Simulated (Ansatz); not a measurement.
A series of calculations on BN$_{2}$H$_{7}$O

**1. Relaxation**

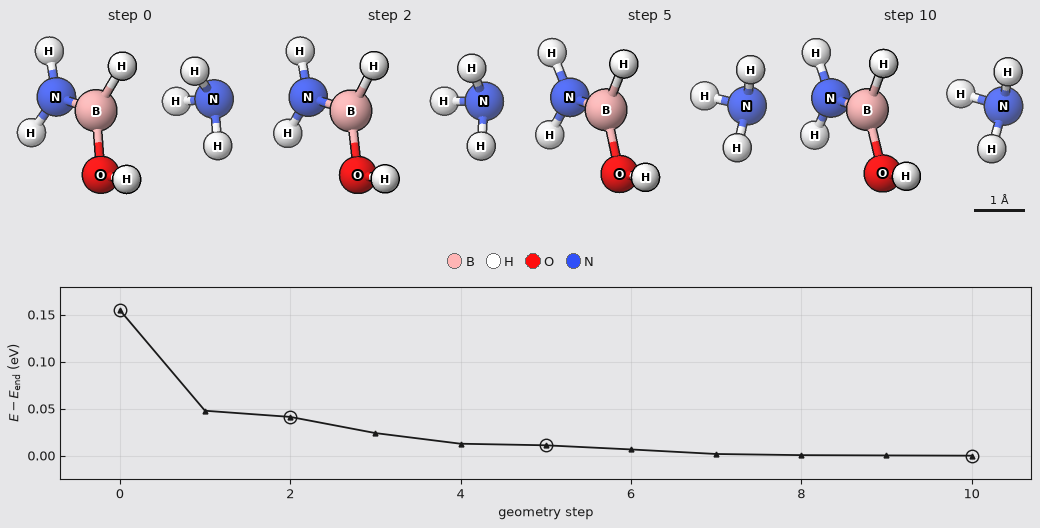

Frames of a relaxation of BN₂H₇O, marked on the history of the run. A ball-and-stick model, seen from a free direction.

The run prepares an end point of a later path (reaction) calculation, from a guessed geometry.

The calculation used RKS r2SCAN-D4/def2-SVP in Ansatz. (no spin polarisation; force threshold 0.03 eV/Å; at most 50 steps)

Question: Describe the path.

Answer: Over 10 geometry steps the energy falls by 0.155 eV. The largest force component goes from 0.87 to 0.022 eV/Å. An H atom moves most after the best rigid fit: 0.69 Å. Largest moves by element: H 0.69 Å, N 0.27 Å, B 0.19 Å, O 0.05 Å. Near-neighbour distances that change, for instance: H–N 1.038 → 1.022 Å, B–H 1.200 → 1.213 Å, B–N 1.409 → 1.404 Å. From step 0 to 2: an H atom moves most (0.37 Å), energy −0.114 eV. From step 2 to 5: an H atom moves most (0.39 Å), energy −0.030 eV. From step 5 to 10: an H atom moves most (0.12 Å), energy −0.011 eV.

```json
{"step": "0", "E − E(0), eV": "0.0000", "largest force component, eV/Å": "0.8715"}
{"step": "1", "E − E(0), eV": "-0.1071", "largest force component, eV/Å": "0.3502"}
{"step": "2", "E − E(0), eV": "-0.1137", "largest force component, eV/Å": "0.5324"}
{"step": "3", "E − E(0), eV": "-0.1309", "largest force component, eV/Å": "0.7218"}
{"step": "4", "E − E(0), eV": "-0.1422", "largest force component, eV/Å": "0.3323"}
{"step": "5", "E − E(0), eV": "-0.1439", "largest force component, eV/Å": "0.1630"}
{"step": "6", "E − E(0), eV": "-0.1483", "largest force component, eV/Å": "0.2344"}
{"step": "7", "E − E(0), eV": "-0.1531", "largest force component, eV/Å": "0.0533"}
{"step": "8", "E − E(0), eV": "-0.1544", "largest force component, eV/Å": "0.0301"}
{"step": "9", "E − E(0), eV": "-0.1547", "largest force component, eV/Å": "0.0722"}
{"step": "10", "E − E(0), eV": "-0.1549", "largest force component, eV/Å": "0.0218"}
```

**2. Relaxation**

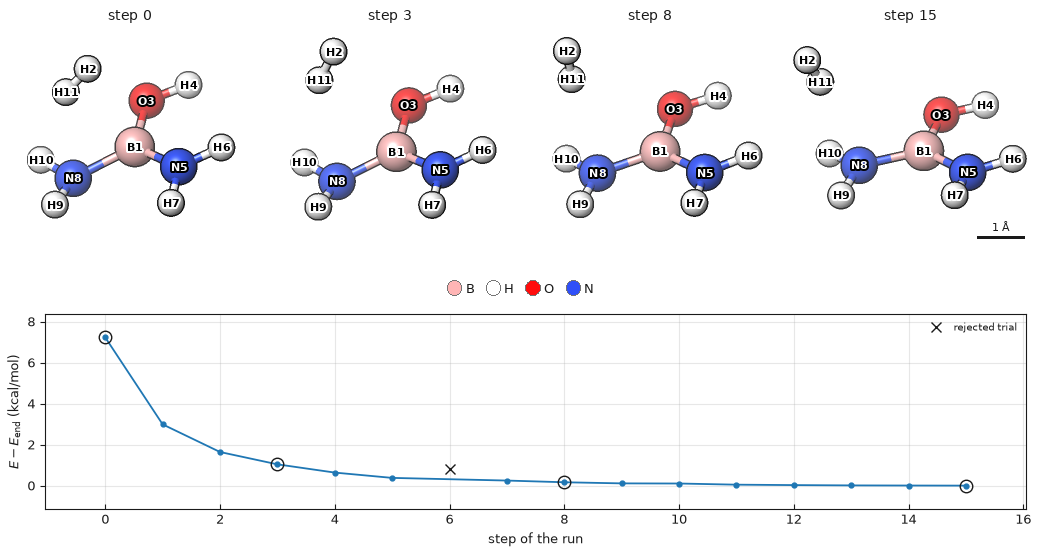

Frames of a relaxation of BN2H7O, marked on the history of the run. The picture is a ball-and-stick view, seen from a free direction.

The run prepares an end point of a later path (reaction) calculation, from a guessed geometry.

Computed with RKS r2SCAN-D4/def2-SVP in Ansatz. (no spin polarisation; force threshold 0.03 eV/Å; at most 50 steps)

What happens along the run?

The atom that moves furthest after the best rigid fit is H2 (1.53 Å). By element the largest moves are H 1.53 Å, O 0.54 Å, N 0.31 Å, B 0.27 Å. Near-neighbour distances that change, for instance: B1–N8 1.488 → 1.425 Å, H2–H11 0.717 → 0.762 Å, B1–O3 1.377 → 1.384 Å, B1–N5 1.421 → 1.427 Å. The energy falls by 7.22 kcal/mol in 14 accepted moves (15 points after the start). Largest force component: 1.9 eV/Å at the start, 0.012 eV/Å at the end. The line search rejected the trial step at point 6 of the run. The forces were under the threshold at step 8, but the run went on from there. Cost: 35 s on 2 threads of Arm Neoverse V2, on a shared host, peak memory 0.14 GiB. From step 0 to 3: H2 moves most (0.58 Å), energy −6.19 kcal/mol. From step 3 to 8: H2 moves most (0.58 Å), energy −0.87 kcal/mol. From step 8 to 15: H2 moves most (0.49 Å), energy −0.16 kcal/mol.

| step | E − E(0), kcal/mol | largest force component, eV/Å | note |
| --- | --- | --- | --- |
| 0 | 0.00 | 1.9071 |  |
| 1 | -4.24 | 0.7606 |  |
| 2 | -5.59 | 0.3715 |  |
| 3 | -6.19 | 0.1763 |  |
| 4 | -6.59 | 0.0916 |  |
| 5 | -6.85 | 0.1477 |  |
| 6 | -6.41 | 1.0170 | rejected |
| 7 | -6.98 | 0.0536 |  |
| 8 | -7.06 | 0.0232 |  |
| 9 | -7.12 | 0.1650 |  |
| 10 | -7.12 | 0.1649 |  |
| 11 | -7.18 | 0.0582 |  |
| 12 | -7.20 | 0.0501 |  |
| 13 | -7.21 | 0.0718 |  |
| 14 | -7.22 | 0.0466 |  |
| 15 | -7.22 | 0.0121 |  |

Limits of the set-up: the start holds two separate molecules, 2.2 Å apart at their closest, whose relative position is a soft coordinate.

**3. Path**

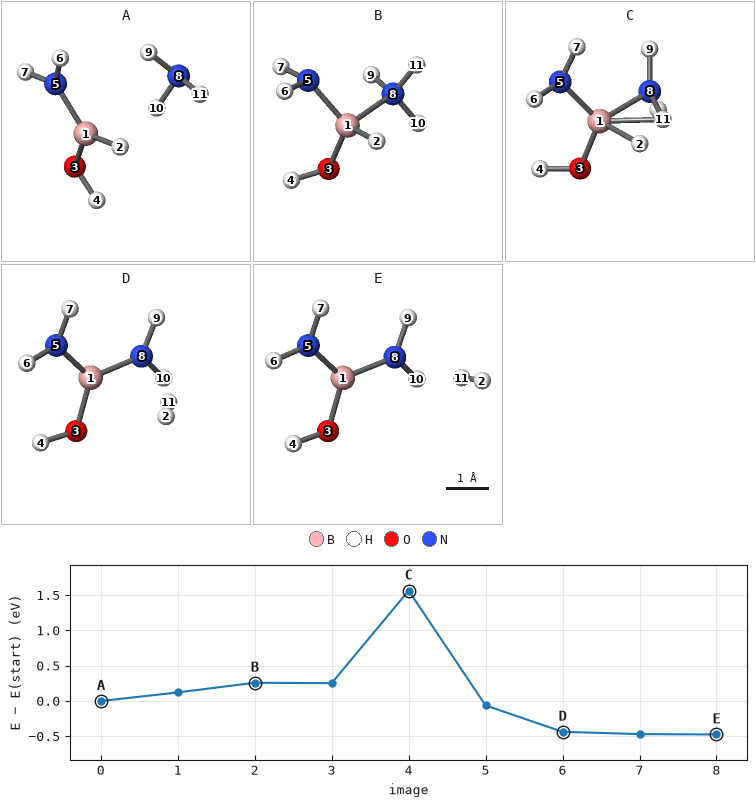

NEB run on BN$_{2}$H$_{7}$O, made up at the start of BNH₄O and NH$_{3}$. Images are numbered from 0 (start) to 8 (end). Frames A to E are images 0, 2, 4, 6, 8. Style: ball-and-stick. Shown at a tilt.

Computed with RKS r2SCAN-D4/def2-SVP (Ansatz). Settings: 7 movable images; climbing image; force threshold 0.05 eV/Å; iteration limit 60; starting path through a guess of the saddle point.

### Read off the barrier and say what moves.

Breaking: B1–H2 (1.21 → 1.49 at the top → 3.94 Å), N8–H11 (1.02 → 1.28 at the top → 2.61 Å). Forming: B1–N8 (3.16 → 1.59 at the top → 1.42 Å), H2–H11 (2.94 → 1.08 at the top → 0.76 Å). Forward barrier 1.56 eV, backward barrier 2.04 eV, with image 4 at the top; the reaction energy is −0.47 eV. The band converged in 31 iterations. The largest component of the band force went from 19 to 0.035 eV/Å. The climbing image converged on the top of the path. Its vibrational analysis gives 2 imaginary modes over 30i cm⁻¹, so it isn't confirmed as a transition state.

Limits of the set-up: the start holds two separate molecules, 2.7 Å apart at their closest, whose relative position is a soft coordinate.

The run took 7 min on 2 threads of Arm Neoverse V2 (shared host), peak memory 0.15 GiB.
